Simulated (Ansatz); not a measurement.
# H₂SO (triplet): correlated methods under varied settings at distance O1–H3 along a hydrogen transfer = 1.636 Å

Aim: run H₂SO (triplet) at one geometry under a spread of methods and options, and see what each costs and gives.

Program: Ansatz 0.2.0, Gaussian basis. Level of theory: the settings change from run to run. These are calculated values, not measurements.

13 further runs of the same task are left out: 12 that didn't finish, 1 set aside as unsound or not needed.

## 1. The system

The geometry derives from fragments relaxed apart (PBE0/def2-TZVP) and kept rigid, so it is no stationary point. A hydrogen atom is moved between rigid fragments.

4 atoms, charge 0, spin multiplicity 3.

Atoms are counted from 1 here; the program's logs count them from 0.

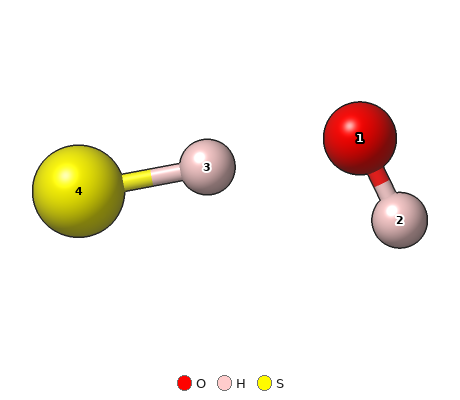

The geometry (oxygen red, hydrogen pink, sulfur yellow); atoms are numbered from 1 in the order of the file.

## 2. BCCD on UHF/cc-pVDZ

Input file in.yaml:

```yaml
crystal:
  periodic: [false, false, false]
  atoms:
    - {symbol: O, position_ang: [-1.100673, -0.231644, 0.000000]}
    - {symbol: H, position_ang: [-1.349982, 0.694932, 0.000000]}
    - {symbol: H, position_ang: [0.535327, -0.231644, 0.000000]}
    - {symbol: S, position_ang: [1.915327, -0.231644, 0.000000]}
basis:
  gaussian: {orbitals: cc-pVDZ, fitting: {mean_field: def2-universal-jkfit}}
magnetization: {spin_polarized: true, initial_magnetization: 2}
correlation: {method: bccd, electrons: outside_noble_gas}
scf: {lower_state_search: off}
```

On the command line:

```sh
ansatz run in.yaml --threads 1 --pin off --events-out ev --progress --plain --max-ram 2393MiB
```

Output (excerpt; [...] marks lines left out):

```text
Functional definition: HF
  name "HF"
  cite "Fock, Z. Phys. 61, 126 (1930) doi:10.1007/BF01340294"
  parent pbe
[...]
241 factors; integrals over basis functions are off by at most 2.1e-1 eV
[...]
mean field -12883.84650987 eV, -473.4726262530 hartree, gradient 1.3e-6 eV, S^2 2.019059; 0 other end points of the search recorded, 0 dependent functions left out
6 core orbitals not correlated: weight in the atoms' cores, before any rotation towards them, 1.000 or more for the frozen orbitals, at most 0.000 for the correlated occupied ones
reference -12883.84650987 eV, -473.4726262530 hartree; 8, 6 occupied and 28, 30 virtual orbitals, 241 factors
second order -7.30251748 eV of doubles, -0.00000000 eV of singles
cycle   1  -8.01562168 eV  change   -7.1e-1 eV  update   5.9e-2
[...]
cycle  14  -8.26886787 eV  change    4.9e-6 eV  update   1.4e-5
Total energy: -12892.11537774 eV, -473.7765015423 hartree
Checks for a lower state left out: stability, starts, cluster_reference, orbital_swaps, neighbouring_geometries, increment
```

It took 0.78 s on 1 thread of Arm Neoverse V2, shared host.

From the report: ⟨S²⟩ of the determinant 2.019 (pure triplet: 2.00); correlation -8.2689 eV; largest double amplitude 0.05.

## 3. BCCD(T)/cc-pVDZ

Input file in.yaml:

```yaml
crystal:
  periodic: [false, false, false]
  atoms:
    - {symbol: O, position_ang: [-1.100673, -0.231644, 0.000000]}
    - {symbol: H, position_ang: [-1.349982, 0.694932, 0.000000]}
    - {symbol: H, position_ang: [0.535327, -0.231644, 0.000000]}
    - {symbol: S, position_ang: [1.915327, -0.231644, 0.000000]}
basis:
  gaussian: {orbitals: cc-pVDZ}
magnetization: {spin_polarized: false, initial_magnetization: 2}
hamiltonian: {xc: {name: PBE0}, pseudopotentials: {relativity: scalar}}
correlation: {method: bccd_t, electrons: outside_noble_gas, diis_vectors: 1}
scf: {lower_state_search: off}
```

Same command.

Output (excerpt; [...] marks lines left out):

```text
Functional definition: PBE0
  name "PBE0"
  cite "Adamo & Barone, J. Chem. Phys. 110, 6158 (1999) doi:10.1063/1.478522"
  cite "Perdew, Burke & Ernzerhof, Phys. Rev. Lett. 77, 3865 (1996) doi:10.1103/PhysRevLett.77.3865"
  parent pbe
[...]
410 factors; integrals over basis functions are off by at most 1.5e-3 eV
[...]
mean field -12932.54823041 eV, -475.2623814716 hartree, gradient 1.7e-6 eV, S^2 2.000000; 0 other end points of the search recorded, 0 dependent functions left out
6 core orbitals not correlated: weight in the atoms' cores, before any rotation towards them, 1.000 or more for the frozen orbitals, at most 0.000 for the correlated occupied ones
reference -12910.40963104 eV, -474.4488029509 hartree; 8, 6 occupied and 28, 30 virtual orbitals, 410 factors
second order -7.90992893 eV of doubles, -0.50307327 eV of singles
cycle   1  -8.68569048 eV  change   -2.6e-1 eV  update   9.5e-2
[...]
cycle  21  -9.03048198 eV  change    1.5e-6 eV  update   1.6e-5
perturbative correction -0.13690304 eV, -0.0050310940 hartree
Total energy: -12919.57701606 eV, -474.7856981365 hartree
Relativity: scalar
Checks for a lower state left out: stability, starts, cluster_reference, orbital_swaps, neighbouring_geometries, increment
```

It took 2.2 s on 1 thread of Arm Neoverse V2, shared host.

From the report: correlation -9.1674 eV; largest double amplitude 0.05.

## 4. CCSD on UHF/cc-pVDZ

Input file in.yaml:

```yaml
crystal:
  periodic: [false, false, false]
  atoms:
    - {symbol: O, position_ang: [-1.100673, -0.231644, 0.000000]}
    - {symbol: H, position_ang: [-1.349982, 0.694932, 0.000000]}
    - {symbol: H, position_ang: [0.535327, -0.231644, 0.000000]}
    - {symbol: S, position_ang: [1.915327, -0.231644, 0.000000]}
basis:
  gaussian: {orbitals: cc-pVDZ}
magnetization: {spin_polarized: true, initial_magnetization: 2}
correlation: {method: ccsd, electrons: outside_noble_gas}
accuracy: high
```

Launched as before.

Output (excerpt; [...] marks lines left out):

```text
Functional definition: HF
  name "HF"
  cite "Fock, Z. Phys. 61, 126 (1930) doi:10.1007/BF01340294"
  parent pbe
[...]
813 factors; integrals over basis functions are off by at most 3.4e-9 eV
[...]
mean field -12883.84783383 eV, -473.4726749076 hartree, gradient 2.8e-8 eV, S^2 2.019058; 20 other end points of the search recorded, 0 dependent functions left out
determinant -12883.84783383 eV, -473.4726749076 hartree, with singles and doubles -12892.12402699 eV, -473.7768193963 hartree
determinant -12883.82607924 eV, -473.4718754412 hartree, with singles and doubles -12892.10012074 eV, -473.7759408577 hartree
determinant -12883.82080641 eV, -473.4716816683 hartree, with singles and doubles -12892.02117041 eV, -473.7730394868 hartree
determinant -12883.81557185 eV, -473.4714893017 hartree, with singles and doubles -12892.00868974 eV, -473.7725808307 hartree
[...]
determinant -12883.84783383 eV, -473.4726749076 hartree, with singles and doubles -12892.12553901 eV, -473.7768749621 hartree
determinant -12883.82607924 eV, -473.4718754412 hartree, with singles and doubles -12892.10141369 eV, -473.7759883729 hartree
determinant -12883.82080641 eV, -473.4716816683 hartree, with singles and doubles -12892.02307200 eV, -473.7731093689 hartree
determinant -12883.81557185 eV, -473.4714893017 hartree, with singles and doubles -12892.00910760 eV, -473.7725961867 hartree
6 core orbitals not correlated: weight in the atoms' cores, before any rotation towards them, 1.000 or more for the frozen orbitals, at most 0.000 for the correlated occupied ones
reference -12883.84783383 eV, -473.4726749076 hartree; 8, 6 occupied and 28, 30 virtual orbitals, 813 factors
second order -7.30404722 eV of doubles, -0.00000000 eV of singles
cycle   1  -8.27770113 eV  change    4.1e-6 eV  update   4.5e-6
[...]
cycle  17  -8.27770175 eV  change   4.5e-10 eV  update   1.1e-9
Total energy: -12892.12553558 eV, -473.7768748362 hartree
```

Run time: 13 s. Hardware: 1 thread of Arm Neoverse V2, shared host.

From the report: ⟨S²⟩ of the determinant 2.019 (pure triplet: 2.00); correlation -8.2777 eV; T1 0.015; largest double amplitude 0.05.

## 5. CCSDT/cc-pVDZ

Changes to in.yaml since step 4:

```diff
@@ -10,3 +10,4 @@
 magnetization: {spin_polarized: true, initial_magnetization: 2}
-correlation: {method: ccsd, electrons: outside_noble_gas}
+hamiltonian: {xc: {name: PBE0}}
+correlation: {method: ccsdt, electrons: valence}
 accuracy: high
```

Same command.

Output (excerpt; [...] marks lines left out):

```text
Functional definition: PBE0
  name "PBE0"
  cite "Adamo & Barone, J. Chem. Phys. 110, 6158 (1999) doi:10.1063/1.478522"
  cite "Perdew, Burke & Ernzerhof, Phys. Rev. Lett. 77, 3865 (1996) doi:10.1103/PhysRevLett.77.3865"
  parent pbe
[...]
813 factors; integrals over basis functions are off by at most 3.4e-9 eV
[...]
mean field -12905.26701208 eV, -474.2598151898 hartree, gradient 3.1e-8 eV, S^2 2.008349; 8 other end points of the search recorded, 0 dependent functions left out
6 core orbitals not correlated: weight in the atoms' cores, before any rotation towards them, 1.000 or more for the frozen orbitals, at most 0.000 for the correlated occupied ones
reference -12883.45614147 eV, -473.4582804787 hartree; 8, 6 occupied and 28, 30 virtual orbitals, 813 factors
second order -7.68975259 eV of doubles, -0.21841566 eV of singles
cycle   1  -8.34246411 eV  change   -4.3e-1 eV  update   6.8e-2
[...]
cycle  50  -8.77923650 eV  change   -1.1e-9 eV  update   1.1e-9
Total energy: -12892.23537797 eV, -473.7809114692 hartree
```

It took 56 s on 1 thread of Arm Neoverse V2, shared host; peak memory 0.32 GiB.

From the report: ⟨S²⟩ of the determinant 2.008 (pure triplet: 2.00); correlation -8.7792 eV; T1 0.014; largest double amplitude 0.05. The orbitals are Kohn-Sham ones, so correlation energy and T1 don't compare with those on Hartree-Fock orbitals.

## 6. All runs side by side

Where basis and cores are those of an earlier UCCSDT(Q)/cc-pVDZ run (-12892.2940 eV), and the state is the same kind, the miss against it is given.

| level | correlated | functions | energy (eV) | from UCCSDT(Q) (meV) | time |
| --- | --- | --- | --- | --- | --- |
| BCCD on UHF/cc-pVDZ | outside noble gas | 42 | -12892.1154 | 178.6 | 0.78 s |
| BCCD(T)/cc-pVDZ (on PBE0 orbitals, relativity set) | outside noble gas | 42 | -12919.5770 |  | 2.2 s |
| CCSD on UHF/cc-pVDZ | outside noble gas | 42 | -12892.1255 | 168.4 | 13 s |
| CCSDT/cc-pVDZ (on PBE0 orbitals) | valence | 42 | -12892.2354 | 58.6 | 56 s |

## 7. Outcome

| quantity | value |
| --- | --- |
| runs | 4 |
| quickest | BCCD on UHF/cc-pVDZ, 0.78 s |
| slowest | CCSDT/cc-pVDZ (on PBE0 orbitals), 56 s |

**Reading.** Total energies in different bases, with other cores or another treatment of relativity can't be set against each other. CCSDT/cc-pVDZ (on PBE0 orbitals) took 72 times as long as BCCD on UHF/cc-pVDZ; the jobs differ in more than the method. Among the correlated runs with a miss given, it spans +59 to +179 meV. Cores frozen from Kohn-Sham orbitals shift the total energy.
